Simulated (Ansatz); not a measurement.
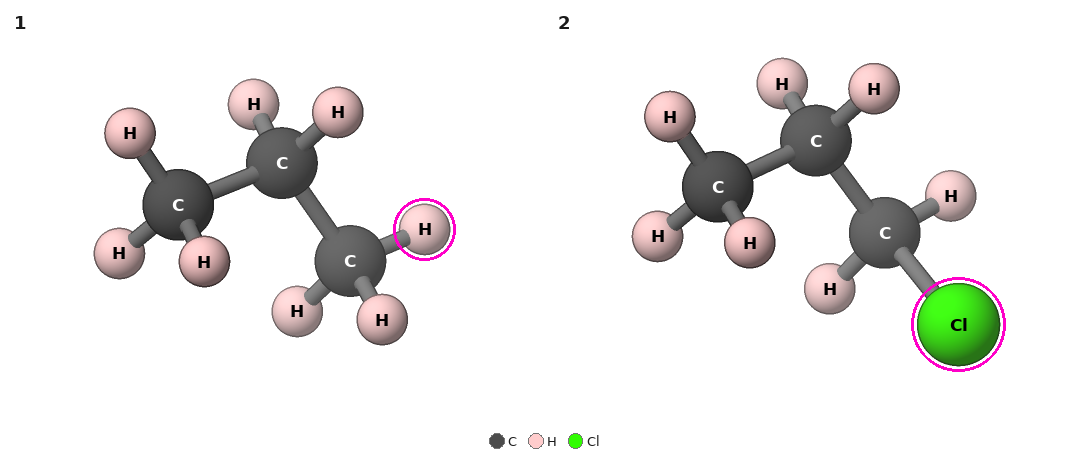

2 molecules with one skeleton, seen from the same side and at one scale; the atom that differs is circled. Charge 0, singlet. Computed geometries: PBE0-D4/def2-TZVP optimisations, one conformation each. Properties computed with Ansatz 0.2.0.

One atom differs, called X below: H in panel 1, Cl in panel 2. Their formulas are C3H8 (`CCC`), C3H7Cl (`CCCCl`).

Question: In which is the dipole moment larger (B3LYP-D4/def2-TZVPP)?

Answer: In panel 2 (X = Cl).

Question: In which is the HOMO energy (Kohn–Sham orbital) higher (ωB97M-V/def2-QZVPP)?

Answer: In panel 2 (X = Cl).

Give the values. With PBE0-D4/def2-TZVP: length of X–C (Å), mean angle H–C–X (°). With ωB97M-V/def2-QZVPP: HOMO energy (Kohn–Sham orbital) (eV), HOMO–LUMO gap (eV). With B3LYP-D4/def2-TZVPP: dipole moment (D).

| quantity | 1 (H) | 2 (Cl) | 2 − 1 |
| --- | --- | --- | --- |
| length of X–C (Å) | 1.093 | 1.790 | +0.697 |
| mean angle H–C–X (°) | 107.7 | 106.1 | −1.6 |
| HOMO energy (Kohn–Sham orbital) (eV) | −11.47 | −10.63 | +0.84 |
| HOMO–LUMO gap (eV) | 13.49 | 12.50 | −0.99 |
| dipole moment (D) | 0.09 | 2.02 | +1.93 |
